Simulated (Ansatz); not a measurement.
# AlF3H2O: a reaction over two bond lengths

A grid of calculations on AlF3H2O, to see where the energy is lowest and how it rises around there.

Program: Ansatz 0.2.0. Level of theory: RKS PBE-D4/def2-SVP. These are calculated values, not measurements.

## (1) Reference run: AlF3H2O, relaxed

input.yaml reads:

```yaml
crystal:
  periodic: [false, false, false]
  atoms:
    - { symbol: Al, position_ang: [-0.333775, -0.808792, 0.249258] }
    - { symbol: O, position_ang: [1.129985, 0.780436, -0.020962] }
    - { symbol: F, position_ang: [-0.539801, -1.69151, -1.14316] }
    - { symbol: F, position_ang: [-0.428156, -1.432935, 1.782754] }
    - { symbol: H, position_ang: [-0.037803, 1.285747, -0.0199] }
    - { symbol: F, position_ang: [-1.222262, 1.099203, 0.103762] }
    - { symbol: H, position_ang: [1.431813, 0.76775, -0.951852] }
basis:
  gaussian: { orbitals: def2-SVP }
hamiltonian:
  xc: pbe
  dispersion: d4
output:
  forces: true
relax:
  f_tol: 0.02
  max_steps: 120
  constraints:
    - { distance: [0, 5] }
    - { distance: [1, 4] }
    - { distance: [0, 1] }
    - { distance: [4, 5] }
  escape_saddle: false
```

The run is started by

```sh
$ ansatz run input.yaml --threads 1 --pin off --max-ram 2560MiB --backend cpu --events-out ev --progress --plain --runs-dir out
```

The log of the run, cut to the lines that bear on the results:

```text
Warning: RAYON_NUM_THREADS=1 ignored (pool sized by the plan → 1); use --threads N
[...]
Functional definition: PBE
[...]
896 factors; their error is unknown
[...]
mean field -16808.91875081 eV, -617.7163705981 hartree, gradient 1.2e-5 eV, S^2 0.000000; 0 other end points of the search recorded, 0 dependent functions left out
[...]
reference -16808.91879037 eV, -617.7163720518 hartree; 25, 25 occupied and 59, 59 virtual orbitals, 896 factors
relax step   1: F+E_penalty+E_count = -16809.01484536 eV  Δ(F+E_penalty+E_count) = +0.000e0 eV  max|allowed force component| = 4.987e-3 eV/Å  Δτ_max = 0.0000 Å  (27 SCF iters, accepted)
  distance Al 0 - F 5 held at 2.109745 Å   reaction = +2.0515e0 eV/Å
  distance O 1 - H 4 held at 1.272426 Å   reaction = +1.0283e0 eV/Å
  distance Al 0 - O 1 held at 2.177443 Å   reaction = +2.2234e0 eV/Å
  distance H 4 - F 5 held at 1.205419 Å   reaction = -9.6762e-3 eV/Å
Total energy: -16809.01488492 eV, -617.7199034612 hartree
Atom 0 at    -0.333775    -0.808792     0.249258 Å, force     0.631491     3.481236    -0.418449 eV/Å
Atom 1 at     1.129985     0.780436    -0.020962 Å, force    -2.435359    -1.213309     0.275935 eV/Å
Atom 2 at    -0.539801    -1.691510    -1.143160 Å, force     0.000087    -0.001080     0.001171 eV/Å
Atom 3 at    -0.428156    -1.432935     1.782754 Å, force     0.000801    -0.000613    -0.001698 eV/Å
Atom 4 at    -0.037803     1.285747    -0.019900 Å, force     0.953980    -0.411326    -0.002381 eV/Å
Atom 5 at    -1.222262     1.099203     0.103762 Å, force     0.853987    -1.854216     0.141563 eV/Å
Atom 6 at     1.431813     0.767750    -0.951852 Å, force    -0.004987    -0.000691     0.003860 eV/Å
Dipole moment:     0.235228     0.102165    -0.310667 e Å
```

Wall time 3.4 s (1 thread of Arm Neoverse N1, shared host); peak memory 0.11 GiB.

## (2) Plan of the scan

- distance O2–H5 (bond that forms): 13 values from 0.873 to 2.673 Å
- distance H5–F6 (bond that breaks): 13 values from 0.819 to 2.319 Å

Relaxed at each point: all other coordinates. Energies count from a guessed transition structure relaxed with its forming and breaking bonds held. Points are written as (first, second).

Of the runs on the grid, 3 are shown in the steps below; the others differ only in the two coordinates.

## (3) Point (0.954 Å, 2.319 Å)

input.yaml reads:

```yaml
crystal:
  periodic: [false, false, false]
  atoms:
    - { symbol: Al, position_ang: [-0.541198, -0.573439, 0.259183] }
    - { symbol: O, position_ang: [0.961129, 0.670622, -0.030737] }
    - { symbol: F, position_ang: [-0.376635, -1.468866, -1.149924] }
    - { symbol: F, position_ang: [-0.297304, -1.352921, 1.715222] }
    - { symbol: H, position_ang: [0.499708, 1.498403, -0.140214] }
    - { symbol: F, position_ang: [-1.646487, 0.706001, 0.238872] }
    - { symbol: H, position_ang: [1.400788, 0.520094, -0.8925] }
basis:
  gaussian: { orbitals: def2-SVP }
hamiltonian:
  xc: pbe
  dispersion: d4
output:
  forces: true
relax:
  f_tol: 0.02
  max_steps: 50
  escape_saddle: false
  constraints: [{ distance: [1, 4] }, { distance: [4, 5] }]
scf:
  lower_state_search: "off"
```

The run is started by

```sh
$ ansatz run input.yaml --threads 1 --pin off --max-ram 2560MiB --backend cpu --events-out ev --progress --plain --runs-dir out
```

The log of the run, cut to the lines that bear on the results:

```text
Warning: RAYON_NUM_THREADS=1 ignored (pool sized by the plan → 1); use --threads N
[...]
Functional definition: PBE
[...]
896 factors; their error is unknown
[...]
mean field -16810.28928545 eV, -617.7667368170 hartree, gradient 5.5e-6 eV, S^2 0.000000; 0 other end points of the search recorded, 0 dependent functions left out
[...]
reference -16810.28932545 eV, -617.7667382868 hartree; 25, 25 occupied and 59, 59 virtual orbitals, 896 factors
relax step   1: F+E_penalty+E_count = -16810.39032613 eV  Δ(F+E_penalty+E_count) = +0.000e0 eV  max|allowed force component| = 1.984e-1 eV/Å  Δτ_max = 0.0000 Å  (14 SCF iters, accepted)
[...]
relax step   3: F+E_penalty+E_count = -16810.39711914 eV  Δ(F+E_penalty+E_count) = -2.041e-3 eV  max|allowed force component| = 4.489e-2 eV/Å  Δτ_max = 0.0215 Å  (19 SCF iters, accepted)
[...]
  distance O 1 - H 4 held at 0.954000 Å   reaction = -1.4717e0 eV/Å
  distance H 4 - F 5 held at 2.319000 Å   reaction = -5.0712e-2 eV/Å
Total energy: -16810.39732676 eV, -617.7707072618 hartree
Atom 0 at    -0.548353    -0.570249     0.262774 Å, force     0.006575     0.004608     0.010981 eV/Å
Atom 1 at     0.952478     0.674586    -0.034271 Å, force     0.705503    -1.284797     0.157150 eV/Å
Atom 2 at    -0.349293    -1.445675    -1.156620 Å, force     0.000983    -0.003955    -0.005535 eV/Å
Atom 3 at    -0.287192    -1.351379     1.715606 Å, force    -0.002240    -0.002143    -0.005068 eV/Å
Atom 4 at     0.498345     1.507748    -0.132863 Å, force    -0.652234     1.299779    -0.167716 eV/Å
Atom 5 at    -1.646813     0.708612     0.237866 Å, force    -0.046391    -0.015476     0.006097 eV/Å
Atom 6 at     1.380830     0.476251    -0.892589 Å, force    -0.012196     0.001984     0.004091 eV/Å
Dipole moment:     0.620529     0.665029    -0.411522 e Å
Checks for a lower state left out: stability, starts, cluster_reference, orbital_swaps, neighbouring_geometries, increment
```

Wall time 11 s (1 thread of Arm Neoverse N1, shared host); peak memory 0.11 GiB.

Energy on the map's scale: −133 kJ/mol.

## (4) Point (1.630 Å, 1.321 Å)

input.yaml reads:

```yaml
crystal:
  periodic: [false, false, false]
  atoms:
    - { symbol: Al, position_ang: [-0.281008, -0.613005, 0.212555] }
    - { symbol: O, position_ang: [1.163211, 0.521616, 0.001418] }
    - { symbol: F, position_ang: [-0.525038, -1.540728, -1.155903] }
    - { symbol: F, position_ang: [-0.344086, -1.309929, 1.725404] }
    - { symbol: H, position_ang: [-0.174256, 1.452543, -0.036767] }
    - { symbol: F, position_ang: [-1.347771, 0.879356, 0.161628] }
    - { symbol: H, position_ang: [1.508948, 0.610046, -0.908435] }
basis:
  gaussian: { orbitals: def2-SVP }
hamiltonian:
  xc: pbe
  dispersion: d4
output:
  forces: true
relax:
  f_tol: 0.02
  max_steps: 50
  escape_saddle: false
  constraints: [{ distance: [1, 4] }, { distance: [4, 5] }]
scf:
  lower_state_search: "off"
```

The run is started by

```sh
$ ansatz run input.yaml --threads 1 --pin off --max-ram 2560MiB --backend cpu --events-out ev --progress --plain --runs-dir out
```

The log of the run, cut to the lines that bear on the results:

```text
Warning: RAYON_NUM_THREADS=1 ignored (pool sized by the plan → 1); use --threads N
[...]
Functional definition: PBE
[...]
896 factors; their error is unknown
[...]
mean field -16808.90342773 eV, -617.7158074852 hartree, gradient 6.9e-6 eV, S^2 0.000000; 0 other end points of the search recorded, 0 dependent functions left out
[...]
reference -16808.90346755 eV, -617.7158089486 hartree; 25, 25 occupied and 59, 59 virtual orbitals, 896 factors
relax step   1: F+E_penalty+E_count = -16809.00850205 eV  Δ(F+E_penalty+E_count) = +0.000e0 eV  max|allowed force component| = 4.384e-1 eV/Å  Δτ_max = 0.0000 Å  (16 SCF iters, accepted)
[...]
relax step   4: F+E_penalty+E_count = -16809.02174184 eV  Δ(F+E_penalty+E_count) = -7.509e-4 eV  max|allowed force component| = 2.336e-2 eV/Å  Δτ_max = 0.0078 Å  (21 SCF iters, accepted)
[...]
  distance O 1 - H 4 held at 1.630000 Å   reaction = +2.1058e0 eV/Å
  distance H 4 - F 5 held at 1.321000 Å   reaction = +2.4430e0 eV/Å
Total energy: -16809.02187510 eV, -617.7201603457 hartree
Atom 0 at    -0.253682    -0.618109     0.207459 Å, force    -0.010106     0.004444     0.009524 eV/Å
Atom 1 at     1.146373     0.537618    -0.007646 Å, force    -1.735798     1.192671    -0.037747 eV/Å
Atom 2 at    -0.534595    -1.532730    -1.163927 Å, force     0.001536     0.002111    -0.002293 eV/Å
Atom 3 at    -0.342099    -1.301949     1.725908 Å, force     0.000492     0.000557     0.000641 eV/Å
Atom 4 at    -0.193053     1.466352    -0.024841 Å, force    -0.424973    -2.294632     0.373764 eV/Å
Atom 5 at    -1.358352     0.874139     0.165955 Å, force     2.159103     1.088193    -0.350808 eV/Å
Atom 6 at     1.535407     0.574578    -0.903007 Å, force     0.009747     0.006656     0.006918 eV/Å
Dipole moment:     0.297513     0.621805    -0.372430 e Å
Checks for a lower state left out: stability, starts, cluster_reference, orbital_swaps, neighbouring_geometries, increment
```

It took 13 s on 1 thread of Arm Neoverse N1, shared host; peak memory 0.11 GiB.

Step by step:

| step | energy from step 1 (eV) | largest force component (eV/Å) |
| --- | --- | --- |
| 1 | 0.0000 | 0.4384 |
| 2 | -0.0095 | 0.2954 |
| 3 | -0.0125 | 0.0967 |
| 4 | -0.0132 | 0.0234 |
| 5 | -0.0133 | 0.0155 |

Close pairs (by a distance rule), those that changed most:

| bond | before (Å) | after (Å) | change (Å) |
| --- | --- | --- | --- |
| Al1–F6 | 1.835 | 1.857 | +0.022 |
| Al1–O2 | 1.849 | 1.828 | -0.021 |
| Al1–F3 | 1.671 | 1.672 | +0.001 |
| Al1–F4 | 1.667 | 1.668 | +0.001 |
| O2–H7 | 0.977 | 0.977 | -0.000 |

On the map this point reads −0.7 kJ/mol.

## (5) Point (2.487 Å, 0.886 Å)

input.yaml reads:

```yaml
crystal:
  periodic: [false, false, false]
  atoms:
    - { symbol: Al, position_ang: [-0.0389, -0.641946, 0.146439] }
    - { symbol: O, position_ang: [1.310839, 0.413858, -0.068075] }
    - { symbol: F, position_ang: [-0.614283, -1.519485, -1.158648] }
    - { symbol: F, position_ang: [-0.328094, -1.220576, 1.687471] }
    - { symbol: H, position_ang: [-0.838537, 1.653232, 0.10311] }
    - { symbol: F, position_ang: [-1.327211, 0.917392, 0.171901] }
    - { symbol: H, position_ang: [1.836184, 0.397427, -0.882299] }
basis:
  gaussian: { orbitals: def2-SVP }
hamiltonian:
  xc: pbe
  dispersion: d4
output:
  forces: true
relax:
  f_tol: 0.02
  max_steps: 50
  escape_saddle: false
  constraints: [{ distance: [1, 4] }, { distance: [4, 5] }]
scf:
  lower_state_search: "off"
```

The run is started by

```sh
$ ansatz run input.yaml --threads 1 --pin off --max-ram 2560MiB --backend cpu --events-out ev --progress --plain --runs-dir out
```

The log of the run, cut to the lines that bear on the results:

```text
Warning: RAYON_NUM_THREADS=1 ignored (pool sized by the plan → 1); use --threads N
[...]
Functional definition: PBE
[...]
896 factors; their error is unknown
[...]
mean field -16809.07093747 eV, -617.7219633545 hartree, gradient 2.2e-6 eV, S^2 0.000000; 0 other end points of the search recorded, 0 dependent functions left out
[...]
reference -16809.07097697 eV, -617.7219648061 hartree; 25, 25 occupied and 59, 59 virtual orbitals, 896 factors
relax step   1: F+E_penalty+E_count = -16809.17119713 eV  Δ(F+E_penalty+E_count) = +0.000e0 eV  max|allowed force component| = 1.949e-1 eV/Å  Δτ_max = 0.0000 Å  (16 SCF iters, accepted)
[...]
relax step   3: F+E_penalty+E_count = -16809.17349903 eV  Δ(F+E_penalty+E_count) = -5.733e-4 eV  max|allowed force component| = 2.771e-2 eV/Å  Δτ_max = 0.0076 Å  (20 SCF iters, accepted)
[...]
  distance O 1 - H 4 held at 2.487000 Å   reaction = +2.1192e-1 eV/Å
  distance H 4 - F 5 held at 0.885999 Å   reaction = -3.9644e0 eV/Å
Total energy: -16809.17382001 eV, -617.7257442181 hartree
Atom 0 at    -0.024865    -0.646729     0.144167 Å, force    -0.013286    -0.001799     0.009716 eV/Å
Atom 1 at     1.308640     0.423632    -0.074148 Å, force    -0.181393     0.112872    -0.000907 eV/Å
Atom 2 at    -0.624283    -1.509085    -1.159633 Å, force     0.003393     0.002651     0.005200 eV/Å
Atom 3 at    -0.326907    -1.217052     1.685464 Å, force    -0.000493    -0.003039    -0.008680 eV/Å
Atom 4 at    -0.848460     1.649688     0.095771 Å, force     2.371016     3.179442    -0.407603 eV/Å
Atom 5 at    -1.337422     0.916021     0.183200 Å, force    -2.178378    -3.287978     0.393019 eV/Å
Atom 6 at     1.853295     0.383427    -0.874921 Å, force    -0.000860    -0.002149     0.009254 eV/Å
Dipole moment:     0.079049     0.758934    -0.317364 e Å
Checks for a lower state left out: stability, starts, cluster_reference, orbital_swaps, neighbouring_geometries, increment
```

It took 11 s on 1 thread of Arm Neoverse N1, shared host; peak memory 0.11 GiB.

Step by step:

| step | energy from step 1 (eV) | largest force component (eV/Å) |
| --- | --- | --- |
| 1 | 0.0000 | 0.1949 |
| 2 | -0.0017 | 0.0776 |
| 3 | -0.0023 | 0.0277 |
| 4 | -0.0026 | 0.0154 |

Close pairs (by a distance rule), those that changed most:

| bond | before (Å) | after (Å) | change (Å) |
| --- | --- | --- | --- |
| Al1–F6 | 2.023 | 2.041 | +0.018 |
| Al1–O2 | 1.727 | 1.724 | -0.003 |
| Al1–F3 | 1.675 | 1.674 | -0.000 |
| Al1–F4 | 1.671 | 1.671 | -0.000 |
| O2–H7 | 0.969 | 0.969 | +0.000 |
| H5–F6 | 0.886 | 0.886 | -0.000 |

That is −15 kJ/mol from the zero.

## (6) Energy over the grid

169 points were computed. Energies in kJ/mol, from a guessed transition structure relaxed with its forming and breaking bonds held:

```tsv
distance H5–F6 (bond that breaks) (Å) ↓, distance O2–H5 (bond that forms) (Å) →	0.873	0.954	1.065	1.191	1.329	1.476	1.630	1.791	1.957	2.129	2.306	2.487	2.673
2.319	−100	−133	−123	−75	−7	67	137	200	254	299	335	364	386
2.164	−98	−132	−123	−77	−11	60	128	188	240	283	319	347	369
2.013	−95	−130	−123	−79	−17	51	116	173	222	264	298	325	348
1.866	−89	−127	−123	−83	−24	40	100	154	200	239	271	298	319
1.723	−80	−121	−121	−86	−33	25	80	130	172	208	238	263	283
1.584	−66	−111	−118	−90	−44	7	56	101	139	172	199	221	238
1.450	−43	−95	−111	−92	−55	−13	29	67	100	128	152	170	185
1.321	−8	−69	−97	−91	−66	−33	−1	30	57	80	98	113	125
1.199	47	−28	−73	−83	−72	−52	−29	−7	13	30	44	55	63
1.084	130	35	−33	−63	−69	−63	−52	−38	−25	−14	−4	4	10
0.979	249	127	31	−23	−48	−56	−56	−50	−43	−37	−30	−25	−20
0.886	407	255	126	47	2	−19	−27	−28	−26	−23	−19	−15	−12
0.819	574	393	237	135	76	45	30	24	24	25	27	30	33
```

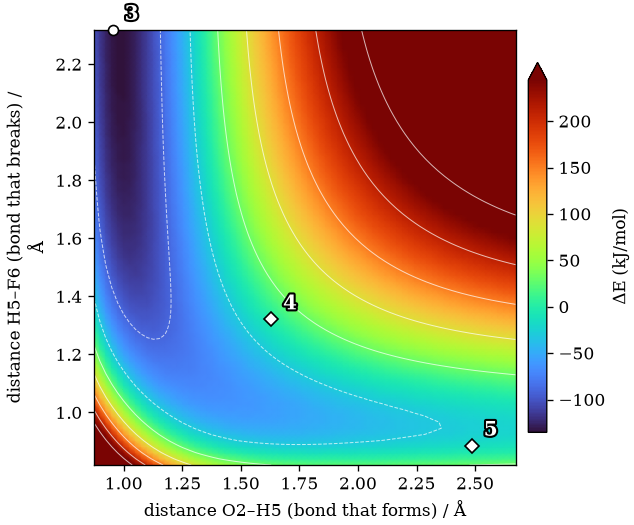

The map; numbers mark the steps of this session that print a point's run. In the figure: a smooth colour map, one colour for all values above the top of the scale. Between grid points the surface is interpolated.

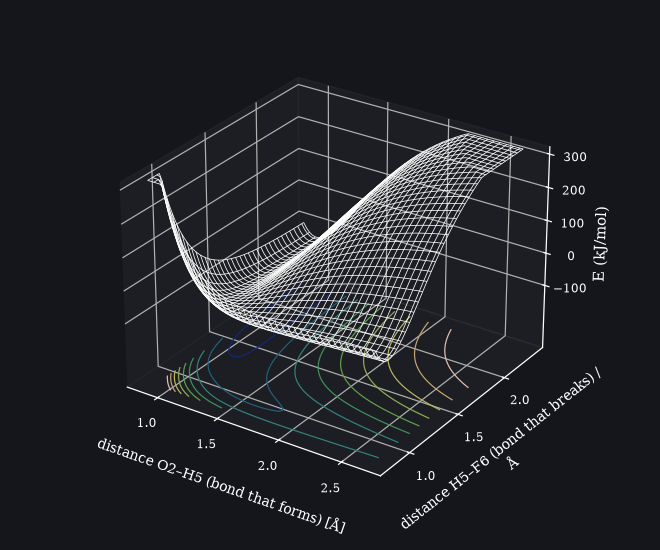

The same map in relief. Drawn: a relief with its contours projected below, any walls above the top of the colour scale cut off.

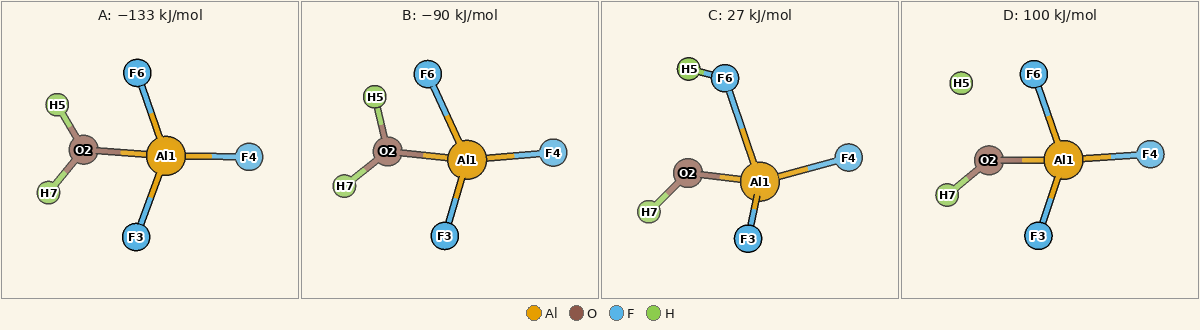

Structures on the grid, at one scale: A at (0.954 Å, 2.319 Å); B at (1.191 Å, 1.584 Å); C at (2.306 Å, 0.819 Å); D at (1.630 Å, 1.866 Å).

On the same grid, dipole moment (D):

| distance H5–F6 (bond that breaks) (Å) ↓, distance O2–H5 (bond that forms) (Å) → | 0.873 | 0.954 | 1.065 | 1.191 | 1.329 | 1.476 | 1.630 | 1.791 | 1.957 | 2.129 | 2.306 | 2.487 | 2.673 |
| --- | --- | --- | --- | --- | --- | --- | --- | --- | --- | --- | --- | --- | --- |
| 2.319 | 4.73 | 4.80 | 4.82 | 4.87 | 4.88 | 4.94 | 5.01 | 5.04 | 5.09 | 5.10 | 5.04 | 4.96 | 4.82 |
| 2.164 | 4.59 | 4.64 | 4.64 | 4.72 | 4.76 | 4.80 | 4.86 | 4.93 | 4.98 | 5.06 | 5.04 | 4.97 | 4.84 |
| 2.013 | 4.44 | 4.46 | 4.47 | 4.54 | 4.55 | 4.61 | 4.68 | 4.75 | 4.87 | 4.97 | 5.01 | 5.00 | 5.17 |
| 1.866 | 4.26 | 4.26 | 4.28 | 4.35 | 4.39 | 4.45 | 4.51 | 4.59 | 4.72 | 4.86 | 5.03 | 5.02 | 5.31 |
| 1.723 | 4.06 | 4.06 | 4.10 | 4.14 | 4.17 | 4.24 | 4.32 | 4.44 | 4.58 | 4.77 | 4.93 | 5.10 | 5.23 |
| 1.584 | 3.85 | 3.86 | 3.89 | 3.94 | 3.99 | 4.05 | 4.12 | 4.28 | 4.46 | 4.64 | 4.84 | 5.00 | 5.17 |
| 1.450 | 3.63 | 3.64 | 3.68 | 3.73 | 3.77 | 3.84 | 3.95 | 4.10 | 4.29 | 4.51 | 4.72 | 4.93 | 5.12 |
| 1.321 | 3.41 | 3.44 | 3.46 | 3.50 | 3.55 | 3.64 | 3.76 | 3.99 | 4.16 | 4.37 | 4.60 | 4.85 | 5.01 |
| 1.199 | 3.25 | 3.27 | 3.28 | 3.35 | 3.38 | 3.47 | 3.60 | 3.77 | 3.96 | 4.19 | 4.42 | 4.63 | 4.80 |
| 1.084 | 3.10 | 3.14 | 3.19 | 3.22 | 3.26 | 3.34 | 3.45 | 3.59 | 3.79 | 4.03 | 4.21 | 4.42 | 4.56 |
| 0.979 | 3.26 | 3.27 | 3.25 | 3.23 | 3.22 | 3.22 | 3.32 | 3.45 | 3.62 | 3.81 | 4.01 | 4.21 | 4.33 |
| 0.886 | 2.93 | 2.96 | 3.00 | 3.05 | 3.13 | 3.20 | 3.21 | 3.30 | 3.44 | 3.61 | 3.79 | 3.97 | 4.11 |
| 0.819 | 2.64 | 2.71 | 2.78 | 2.84 | 2.92 | 3.04 | 3.13 | 3.21 | 3.32 | 3.46 | 3.63 | 3.81 | 3.96 |

## (7) Outcome

| quantity | value |
| --- | --- |
| lowest point | (0.954 Å, 2.319 Å), −133 kJ/mol |
| highest computed point | (0.873 Å, 0.819 Å), 707 kJ/mol above the lowest |
| dipole moment (D) | 2.64 at (0.873 Å, 0.819 Å) to 5.31 at (2.673 Å, 1.866 Å); 4.80 at the lowest point |
| time for the whole task | 46 min on 1 thread, shared host |

What this shows: The lowest computed point is at (0.954 Å, 2.319 Å), −133 kJ/mol from a guessed transition structure relaxed with its forming and breaking bonds held. It lies at the edge of the scanned range, so the true minimum may lie outside. The highest computed point, (0.873 Å, 0.819 Å), lies 707 kJ/mol above the lowest. The reference is spin-restricted, so regions with a bond pulled apart lie too high.
